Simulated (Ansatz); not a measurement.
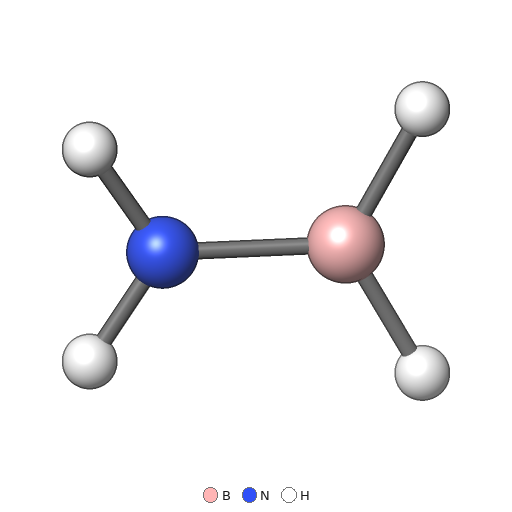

A ball-and-stick model of a molecule.

Description:

It has 6 atoms: 1 boron, 4 hydrogen and 1 nitrogen (BH₄N). The point group is C2v. All atoms lie on one plane. Coordination: 1 B trigonal planar; 1 N trigonal planar.

More results for the same structure follow; atom numbers are the same in all pictures, views and colours differ. The geometry was computed by an optimisation with PBE0-D4/def2-TZVP.

**Vibrations**

Harmonic vibrations computed with RKS PBE0-D4/def2-TZVP (Ansatz 0.2.0) at a stationary point of the same level.

List the wavenumbers.

12 modes: 628, 742, 860, 1010, 1135, 1153, 1373, 1645, 2577, 2658, 3616, 3710 cm⁻¹.

**Thermal motion**

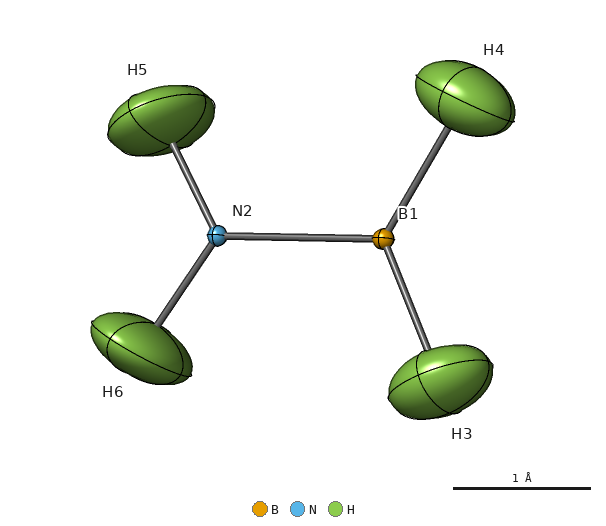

Displacement ellipsoids at the 50 % level, enlarged 2 times, from the internal vibrations of the free molecule (harmonic, no overall translation or rotation; no half-axis is drawn under 0.075 Å). Vibrations computed with RKS PBE0-D4/def2-TZVP (Ansatz 0.2.0). Temperature: 600 K.

Which atom moves most?

H5, H6, with U_eq = 0.0147 Å².

Does H5 move more along its bond or across it?

Across it: the root-mean-square amplitude is 0.067 Å along the bond and up to 0.155 Å across, since bending and torsion are softer than stretching.

List U_eq and the three principal root-mean-square amplitudes for each kind of atom.

```tsv
atom	U_eq (Å²)	rms amplitudes (Å)
B1	0.00057	0.021, 0.023, 0.027
N2	0.00045	0.016, 0.022, 0.025
H3, H4	0.0120	0.079, 0.110, 0.132
H5, H6	0.0147	0.067, 0.125, 0.155
```

**Dipole moment**

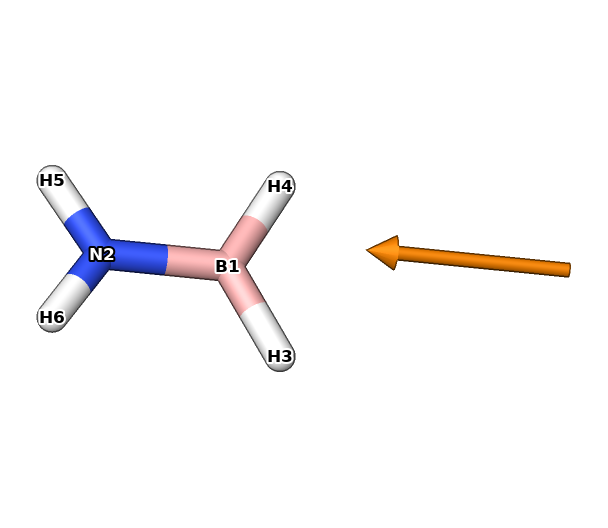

The arrow beside the molecule shows the direction of the dipole moment, from the negative to the positive end (its length means nothing). Properties computed with RKS PBE0-D4/def2-TZVP (Ansatz 0.2.0).

Estimate the dipole moment.

1.98 D; it points from the side of H3, H4 to the side of H5, H6 (the outermost atoms at the two ends).
